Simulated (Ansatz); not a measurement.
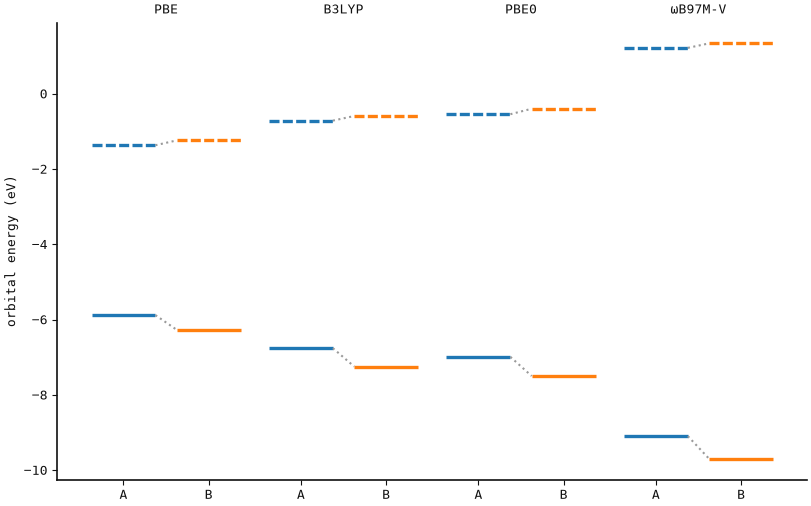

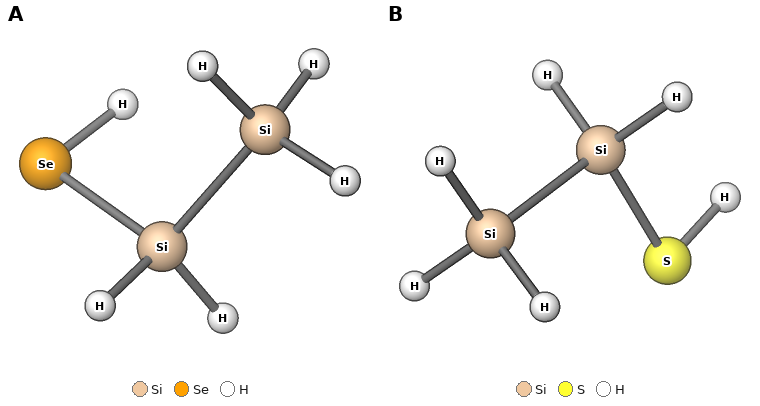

One change: A, Si₂H₆Se (SMILES [SiH3][SiH2][SeH]), becomes B, Si₂H₆S (SMILES [SiH3][SiH2]S). SeH on Si is replaced by SH. HOMO (solid) and LUMO (dashed) computed in def2-TZVPP at PBE0-D4/def2-TZVP geometries, both minima by their frequencies, gas phase, the Ansatz code 0.2.0. Empty levels above zero depend strongly on the basis.

Q: What does the change do to HOMO and LUMO?

A: PBE: the HOMO falls by 0.39 eV, the LUMO rises by 0.13 eV, and the separation goes from 4.51 to 5.03 eV. B3LYP: the HOMO falls by 0.49 eV, the LUMO rises by 0.12 eV, and the separation goes from 6.05 to 6.66 eV. PBE0: the HOMO falls by 0.51 eV, the LUMO rises by 0.15 eV, and the separation goes from 6.45 to 7.10 eV. ωB97M-V: the HOMO falls by 0.60 eV, the LUMO rises by 0.12 eV, and the separation goes from 10.32 to 11.04 eV.

Q: Do the functionals agree on the effect?

A: They agree on the direction for both levels; the HOMO shift lies between −0.60 and −0.39 eV and the LUMO shift between 0.12 and 0.15 eV, while the separations themselves differ by up to 6.0 eV between functionals.
